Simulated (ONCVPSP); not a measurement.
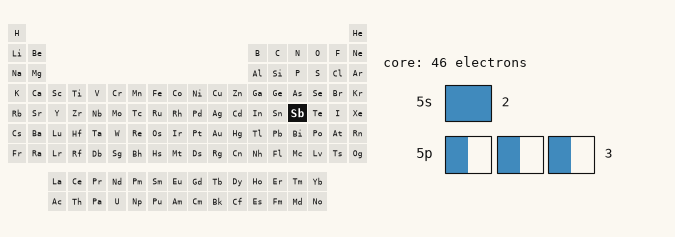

Left, the place of antimony in the periodic table; right, the valence shells of the reference configuration: a box for each of the 2l + 1 orbitals, shaded by the share of the shell that is filled, with the electron count at the right.

Pseudopotential generation for Sb

System: antimony (Sb, Z = 51), core [Kr] 4d10, reference valence 5s2 5p3, valence charge 5.
Method: ONCV potential, PBE, scalar-relativistic, made with ONCVPSP 4.0.1.

**Input**
```
# ATOM AND REFERENCE CONFIGURATION
# atsym  z   nc   nv     iexc    psfile
  Sb 51.00    9    2        4      upf
#
#   n    l    f
    1    0    2.00
    2    0    2.00
    2    1    6.00
    3    0    2.00
    3    1    6.00
    3    2   10.00
    4    0    2.00
    4    1    6.00
    4    2   10.00
    5    0    2.00
    5    1    3.00
#
# PSEUDOPOTENTIAL AND OPTIMIZATION
# lmax
    1
#
#   l,   rc,      ep,       ncon, nbas, qcut
    0    1.90    0.00    3    6    3.80
    1    1.80    0.00    3    7    4.00
#
# LOCAL POTENTIAL
# lloc, lpopt,  rc(5),   dvloc0
    4    5    1.15    6.00
#
# VANDERBILT-KLEINMAN-BYLANDER PROJECTORs
# l, nproj, debl
    0    2    0.90
    1    2    3.80
#
# MODEL CORE CHARGE
# icmod, fcfact, rcfact
    1    0.45    0.00
#
# LOG DERIVATIVE ANALYSIS
# epsh1, epsh2, depsh
   -2.00    5.00    0.02
#
# OUTPUT GRID
# rlmax, drl
    6.00    0.01
#
# TEST CONFIGURATIONS
# ncnf
    4
# nvcnf
#   n    l    f
    2
    5    0    2.00
    5    1    2.00
#
    2
    5    0    2.00
    5    1    1.00
#
    2
    5    0    2.00
    5    1    0.00
#
    2
    5    0    1.00
    5    1    3.00
#
```

Hardware: 1 CPU thread, shared host.

Command:
```bash
oncvpsp.x < Sb.dat > Sb.out
```

**Output (extracts)**
```
ONCVPSP  (Optimized Norm-Conservinng Vanderbilt PSeudopotential)
scalar-relativistic version 4.0.1

#   n    l    f        energy (Ha)
    1    0    2.00    -1.1137177E+03
    2    0    2.00    -1.6947481E+02
    2    1    6.00    -1.5214197E+02
    3    0    2.00    -3.3226150E+01
    3    1    6.00    -2.7576610E+01
    3    2   10.00    -1.8957814E+01
    4    0    2.00    -5.4695594E+00
    4    1    6.00    -3.7406078E+00
    4    2   10.00    -1.2313839E+00
    5    0    2.00    -4.7152657E-01
    5    1    3.00    -1.7742736E-01

Reference configufation results
  iterations    25
  all-electron total energy (Ha)   -6.48145081D+03

Begin loop to  construct optimized pseudo wave functions
and semi-local pseudopoentials for all angular momenta

   Wellstate for l =  0  n =  6
     eigenvalue =   0.4285
     asymptotic potential =   0.9285
     half-point radius =  4.5531

Calculating optimized projector #   1

 for l=   0

    Fraction of norm inside rc  0.374003
    Optimizing pswf for qcut=   3.80 a_B^-1,  ecut=   7.20 Ha
    Residual kinetic energy error=  5.87D-04 Ha
 ERROR pspot:  first pseudo wave function has node,          program will stop
 ERROR pspot: try changing psp parameters for this l
```

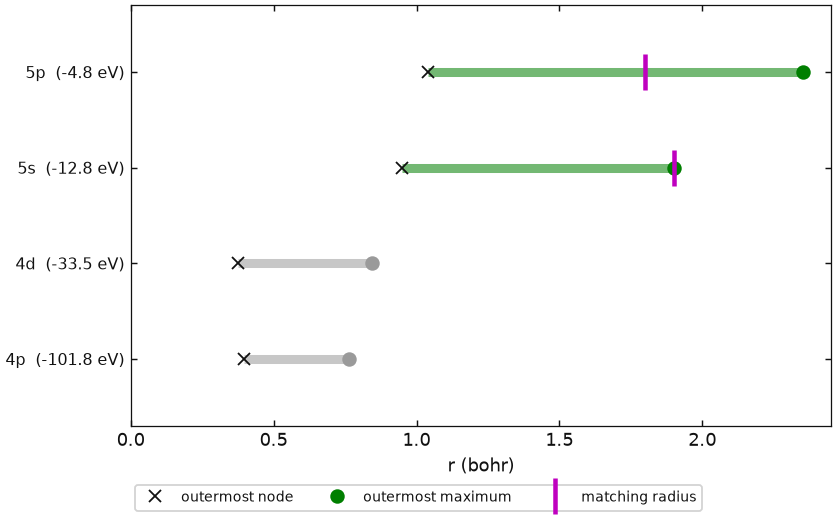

Outer shells of the all-electron reference atom: each bar runs from the outermost node (or the nucleus) to the outermost maximum of u(r); the tick is the radius chosen for the pseudo-wave. Shells without a tick have no pseudo-wave of their own. Levels, nodes and maxima are from ld1.x, scalar-relativistic.

- Radii against the shells: 5s: 1.90 bohr, between node and maximum; 5p: 1.80 bohr, between node and maximum.

**Outcome**

- outcome: ended with an error

**What went wrong**

The generator stopped with the message “ERROR pspot: first pseudo wave function has node, program will stop”. In words: the optimised pseudo-wave of the first projector has a node, so the radial equation cannot be inverted for a potential. It was at work on the s channel when it stopped.
